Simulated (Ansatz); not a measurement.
Cost and result by functional for the adsorption energy of SiH3 on the 1x1 (10-10) surface of wurtzite ZnO (cut with top plane O + Zn), one in a 2x1 cell, started at the site 'top Zn #2', in Ansatz (plane waves, PAW). Single points on the PBE structure, on one kind of machine; costs are rough ratios of the slab run's core time (references not counted) to the cheapest single point. r2SCAN's cost holds its higher cutoff (500 against 420 eV). Differences are taken against r2SCAN for comparison alone: no measured value is at hand, so the table doesn't rank accuracy. The points keep PBE's geometry, so the relaxation of a polaron and the settling of charge on one site are left out.

Host crystal: wurtzite ZnO, with a band gap (PBE, scalar-relativistic without spin-orbit coupling).

Model: 36-atom slab, 9.4 Å thick at the start under the adsorbate (thin: gaps and levels are the slab's own), 3x4x1 mesh, Fermi-Dirac 0.01 eV, dipole correction, 16 atoms held, the rest relaxed; no symmetry held; spin-polarised, no spin-orbit, no U, no dispersion correction. The starting moment vanished. At the end it is bonded to O. In PBE it is, or lies within 0.03 eV of, the lowest of the starts that converged. These notes are the PBE run's. r2SCAN: The program's check for a lower electronic state was not made. Adsorption energies are against SiH4(g) − ½ H2(g). A negative adsorption energy means that the adsorbate is more stable on the surface than in its reference.

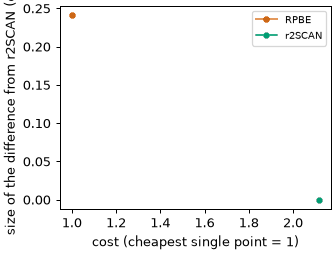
Fig. 1. Difference from r2SCAN against cost

| functional | relative cost | adsorption energy (eV) | less r2SCAN (eV) |
|---|---|---|---|
| RPBE | 1 | -0.24 | 0.24 |
| r2SCAN | 2 | -0.48 | 0.00 |
| PBE (the relaxed run's value) | – | -0.48 | 0.00 |

The values span 0.24 eV, while the single points' costs differ by a factor of roughly 2. Differences are of unrounded values.

Ansatz is an electronic-structure program.
